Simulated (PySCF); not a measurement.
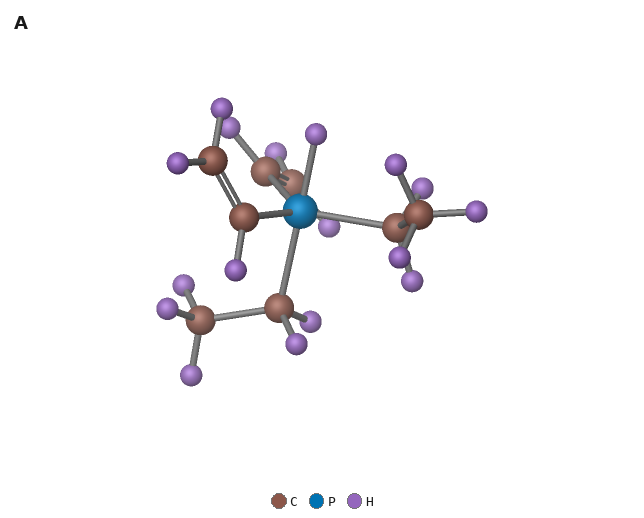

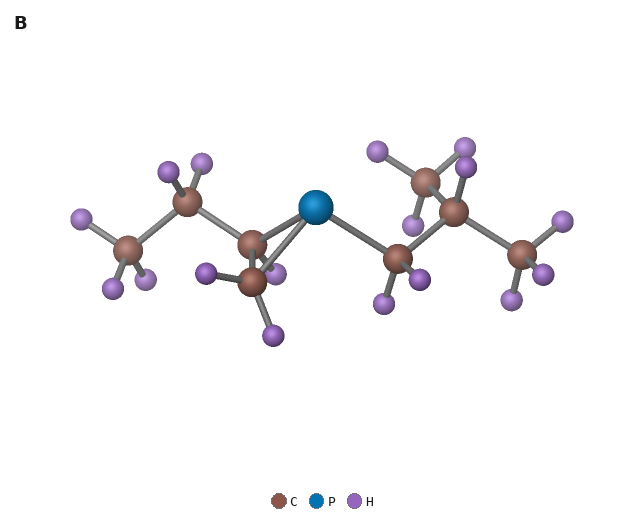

2 stationary structures of one formula. Geometries: GFN2-xTB. Electronic energies: PBE0/pcSseg-1 (PySCF 2.14.0), without zero-point energy. No frequency run is at hand to confirm each as a minimum. Each is one conformer, not always the lowest.

How are they related?

They are constitutional isomers of C8H17P: A `C=C[PH](C=C)(CC)CC`, B `CC[C@@H]1CP1CC(C)C`.

Which structure is the most stable?

B is lowest; A lies 3.210 eV above it.

The geometry is semi-empirical. Around P such bond lengths and angles can be off by a tenth of an ångström or more and by several degrees, and values that hang on the shape move with them.
